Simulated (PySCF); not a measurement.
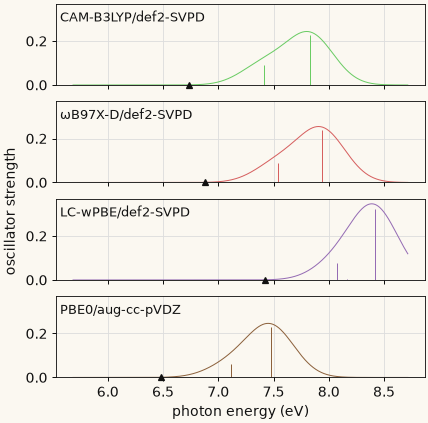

Vertical TDDFT spectra of AlCl₃ (aluminum chloride), SMILES [Cl][Al]([Cl])[Cl], singlet at one geometry and several levels (PySCF, at a PBE0-D3(BJ)/def2-SVP geometry (no frequency check)); sticks with Gaussians of 1/e half-width 0.30 eV, the triangle marks S1, which has the same leading orbital pair at all these levels. Only the lowest states were computed, so the high end is incomplete. States within 0.01 eV of each other are merged, with their strengths summed.

### How far does S1 move with the level of theory?

From lowest to highest: PBE0/aug-cc-pVDZ 6.49 eV, CAM-B3LYP/def2-SVPD 6.74 eV, ωB97X-D/def2-SVPD 6.88 eV, LC-wPBE/def2-SVPD 7.43 eV; a spread of 0.94 eV.

Caveats, for all or some of the runs: core orbitals are frozen in the response.
